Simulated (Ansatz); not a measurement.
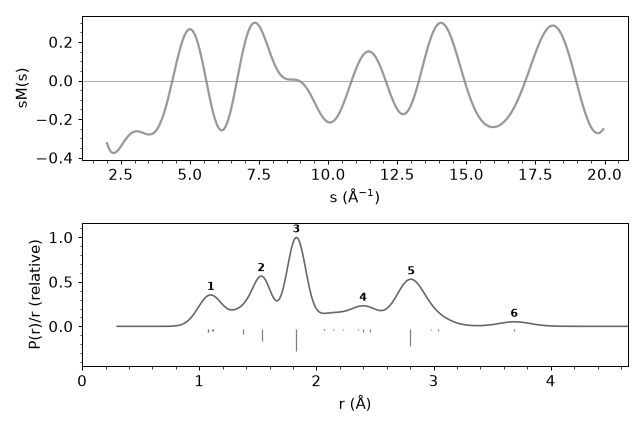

Simulated gas electron diffraction: reduced molecular intensity sM(s) from the Debye equation in the first Born approximation (top) and the radial distribution curve (bottom) of CH5NS. Each pair of atoms contributes with weight ZᵢZⱼ/r (bars below the curve); damping constant 0.002 Å²; vibrational amplitudes assumed, not computed: 0.05 Å for bonds, 0.078 Å for bonds to H, 0.06 + 0.015 r up to 0.15 Å for other pairs. The geometry is the end point of an optimisation (RKS PBE-D4/STO-3G in Ansatz); it may be a saddle point or a higher isomer.

Q: Which pairs of atoms lie under the numbered peaks? Mark bonded pairs by – and others by ···.

A: Peak 1, 1.10 Å: N–H 1.07–1.08 Å (×2), C–H 1.11–1.12 Å (×2)
Peak 2, 1.53 Å: S–H 1.37 Å, N–C 1.54 Å, not resolved
Peak 3, 1.83 Å: S–C 1.83 Å, C···H 2.06–2.07 Å (×2), not resolved
Peak 4, 2.40 Å: N···H 2.23 Å, C···H 2.35 Å, S···H 2.40–2.45 Å (×2), not resolved; in its flanks N···H 2.14 Å
Peak 5, 2.81 Å: S···N 2.80 Å, S···H 3.04 Å, not resolved
Peak 6, 3.69 Å: S···H 3.69 Å
